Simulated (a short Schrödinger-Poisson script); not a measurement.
Structure: symmetric double-gate stack, SiO2 on p-type InP, at 300 K.

| layer | material | thickness (nm) | Na (cm⁻³) |
|---|---|---|---|
| 1 | SiO2 | 1.1 | - |
| 2 | InP | 20 | 2e15 |
| 3 | SiO2 | 1.1 | - |

Constants are typed, rounded textbook-type inputs, not results; the design itself was drawn at random and stands for no fabricated device. SiO2: permittivity 3.9, conduction-band edge (eV) 3.48, gap (eV) 9, electron mass (mₑ) 0.5. InP: permittivity 12.5, conduction-band edge (eV) 0, gap (eV) 1.344, Nv at 300 K (cm⁻³) 1.1e19.

Channel valleys (confinement mass, in-plane density-of-states mass, number): Γ 0.08, 0.08, 1. At the gates, both at one voltage, the conduction-band edge of layer 1 lies 3.46 eV − eVg above the Fermi level of the channel. Gaps are held at their typed values at every temperature. Mesh 0.03 nm at interfaces.

From a short Schrödinger-Poisson script (our own, NumPy): 1D Poisson equation in equilibrium, electrons quantum, Hartree (BenDaniel-Duke, 12 states a valley, the channel's in-plane mass for all, wave functions ending at the dielectric), parabolic valleys, classical holes, full ionisation, no traps, pinning or gate leakage.

Only gate voltages with over 1e8 electrons/cm² are shown.

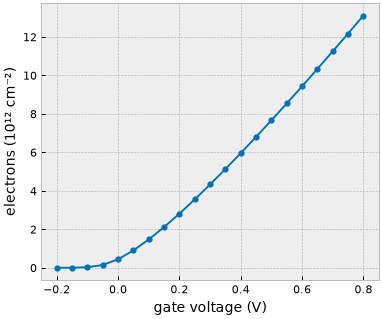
Fig. 1. Sheet density against gate voltage

| Vg (V) | electrons (cm⁻²) | C (μF/cm²) | Γ E0 (meV) | Γ E1 (meV) |
|---|---|---|---|---|
| -0.2 | 6.59e8 | 0.00416 | 192.0 | 227.2 |
| -0.15 | 4.51e9 | 0.0281 | 142.3 | 177.5 |
| -0.1 | 2.91e10 | 0.169 | 93.9 | 128.9 |
| -0.05 | 1.45e11 | 0.645 | 51.5 | 85.5 |
| 0 | 4.42e11 | 1.25 | 20.5 | 52.4 |
| 0.05 | 9.02e11 | 1.68 | -1.0 | 27.8 |
| 0.1 | 1.47e12 | 1.96 | -17.2 | 8.4 |
| 0.15 | 2.11e12 | 2.16 | -30.5 | -8.0 |
| 0.2 | 2.81e12 | 2.31 | -42.1 | -22.5 |
| 0.25 | 3.55e12 | 2.43 | -52.7 | -35.7 |
| 0.3 | 4.33e12 | 2.53 | -62.7 | -48.0 |
| 0.35 | 5.13e12 | 2.61 | -72.4 | -59.8 |
| 0.4 | 5.96e12 | 2.68 | -81.9 | -71.1 |
| 0.45 | 6.80e12 | 2.74 | -91.3 | -82.1 |
| 0.5 | 7.67e12 | 2.79 | -100.6 | -92.9 |
| 0.55 | 8.54e12 | 2.83 | -110.1 | -103.6 |
| 0.6 | 9.44e12 | 2.87 | -119.5 | -114.1 |
| 0.65 | 1.03e13 | 2.91 | -129.1 | -124.5 |
| 0.7 | 1.13e13 | 2.95 | -138.7 | -134.9 |
| 0.75 | 1.22e13 | 2.98 | -148.3 | -145.1 |
| 0.8 | 1.31e13 | 3.01 | -158.0 | -155.4 |

Subbands count from the Fermi level. The capacitance is that of both gates.

Above a few 1e12 electrons/cm² a light Γ valley is non-parabolic and upper valleys begin to fill, which the model leaves out.
